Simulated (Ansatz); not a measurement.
# CCSD(T)/STO-3G run of GeH4 (SMILES [GeH4])

What is the vertical ionisation energy of GeH4 at CCSD(T)/STO-3G? 

The results are computed with Ansatz 0.2.0.

32 further runs of the same task are left out: 3 that didn't finish, 29 set aside as unsound or not needed.

### Step 1. The structure to begin with

The species is GeH4 (5 atoms), meant as a singlet with charge 0. As SMILES, `[GeH4]`. The shape is that of a PBE0-D4/def2-TZVP optimisation.

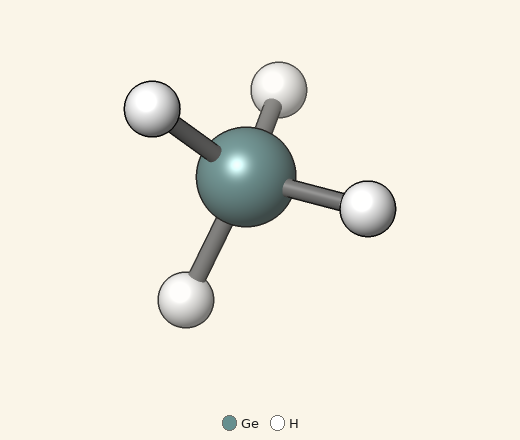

Viewed from a chosen angle; germanium teal, hydrogen white.

### Step 2. The energy at CCSD(T)/STO-3G

The input, molecule.yaml:

```yaml
basis:
  gaussian: {orbitals: STO-3G}
crystal:
  periodic: [false, false, false]
  atoms:
    - symbol: Ge
      position_ang: [0.000100, 0.000100, -0.000000]
    - symbol: H
      position_ang: [1.148100, -0.756300, 0.680600]
    - symbol: H
      position_ang: [-1.238800, -0.030000, 0.904200]
    - symbol: H
      position_ang: [-0.329200, -0.669100, -1.340600]
    - symbol: H
      position_ang: [0.419800, 1.455400, -0.244100]
correlation: {method: ccsd_t, frozen_orbitals: {Ge: 9, H: 0}}
accuracy: high
scf: {omitted_lower_state_checks: [cluster_reference, increment]}
```

Started as:

```sh
$ ansatz run molecule.yaml --threads 1 --pin off --max-ram 2610MiB --events-out events.jsonl --progress --plain --runs-dir runs
```

Standard output (excerpt; [...] marks lines left out):

```text
Warning: RAYON_NUM_THREADS=1 ignored (pool sized by the plan → 1); use --threads N
Functional definition: HF
  name "HF"
[...]
288 factors; integrals over basis functions are off by at most 3.8e-9 eV
[...]
mean field -55894.19649092 eV, -2054.0738345940 hartree, gradient 2.4e-8 eV, S^2 0.000000; 0 other end points of the search recorded, 0 dependent functions left out
9 core orbitals not correlated: weight in the atoms' cores, before any rotation towards them, 1.000 or more for the frozen orbitals, at most 0.000 for the correlated occupied ones
reference -55894.19649092 eV, -2054.0738345940 hartree; 9, 9 occupied and 4, 4 virtual orbitals, 288 factors
second order -1.20745287 eV of doubles, -0.00000000 eV of singles
cycle   1  -1.59505597 eV  change   -3.9e-1 eV  update   5.3e-2
[...]
cycle  17  -1.81757708 eV  change   -1.3e-9 eV  update  4.4e-10
perturbative correction -0.01305697 eV, -0.0004798349 hartree
Total energy: -55896.02712496 eV, -2054.1411091545 hartree
Checks for a lower state left out: cluster_reference, increment
```

Wall time 0.18 s (1 thread of Arm Neoverse V1, shared host).

### Step 3. The doublet cation

The input, job.yaml:

```yaml
crystal:
  periodic: [false, false, false]
  atoms:
    - symbol: Ge
      position_ang: [0.000100, 0.000100, -0.000000]
    - symbol: H
      position_ang: [1.148100, -0.756300, 0.680600]
    - symbol: H
      position_ang: [-1.238800, -0.030000, 0.904200]
    - symbol: H
      position_ang: [-0.329200, -0.669100, -1.340600]
    - symbol: H
      position_ang: [0.419800, 1.455400, -0.244100]
basis:
  gaussian:
    orbitals: STO-3G
total_charge: 1
magnetization:
  spin_polarized: true
  initial_magnetization: 1
correlation:
  method: ccsd_t
  frozen_orbitals: {Ge: 9, H: 0}
accuracy: high
scf:
  omitted_lower_state_checks: [cluster_reference, increment]
```

Started as:

```sh
$ ansatz run job.yaml --threads 1 --pin off --max-ram 2610MiB --events-out events.jsonl --progress --plain --runs-dir runs
```

Standard output (excerpt; [...] marks lines left out):

```text
Warning: RAYON_NUM_THREADS=1 ignored (pool sized by the plan → 1); use --threads N
[... 2 set-up lines as earlier in the session ...]
[...]
287 factors; integrals over basis functions are off by at most 3.8e-9 eV
[...]
mean field -55883.67949947 eV, -2053.6873422869 hartree, gradient 1.5e-8 eV, S^2 0.762163; 10 other end points of the search recorded, 0 dependent functions left out
9 core orbitals not correlated: weight in the atoms' cores, before any rotation towards them, 1.000 or more for the frozen orbitals, at most 0.000 for the correlated occupied ones
reference -55883.67949947 eV, -2053.6873422869 hartree; 9, 8 occupied and 4, 5 virtual orbitals, 287 factors
second order -1.10614297 eV of doubles, -0.00000000 eV of singles
cycle   1  -1.47222646 eV  change   -3.7e-1 eV  update   5.9e-2
[...]
cycle  34  -1.75034864 eV  change   -1.2e-9 eV  update   1.5e-9
perturbative correction -0.02688513 eV, -0.0009880104 hartree
Total energy: -55885.45673324 eV, -2053.7526544234 hartree
Checks for a lower state left out: cluster_reference, increment
```

Wall time 0.64 s (1 thread of Arm Neoverse V1, shared host).

### Step 4. Results

At CCSD(T)/STO-3G, 9 core orbitals frozen:

| quantity | value |
| --- | --- |
| singlet GeH4: total energy | -2054.14111 Eh |
| singlet GeH4: correlation energy (9 core orbitals frozen) | -67.3 mEh |
| singlet GeH4: (T) correction | -0.48 mEh |
| singlet GeH4: T1 diagnostic | 0.003 |
| doublet cation: total energy | -2053.75265 Eh |
| doublet cation: correlation energy (9 core orbitals frozen) | -65.3 mEh |
| doublet cation: (T) correction | -0.99 mEh |
| doublet cation: ⟨S²⟩ of the reference determinant | 0.762 |
| doublet cation: T1 diagnostic | 0.016 |
| vertical ionisation energy (to the doublet cation) | 10.570 eV |

**Reading.** Removing an electron at fixed nuclei costs 10.57 eV (1020 kJ/mol). In a minimal basis such a difference can be off by several eV, whatever the method. The triples (singlet GeH4) make up 0.7 % of the correlation energy. The triples (doublet cation) make up 1.5 % of the correlation energy.
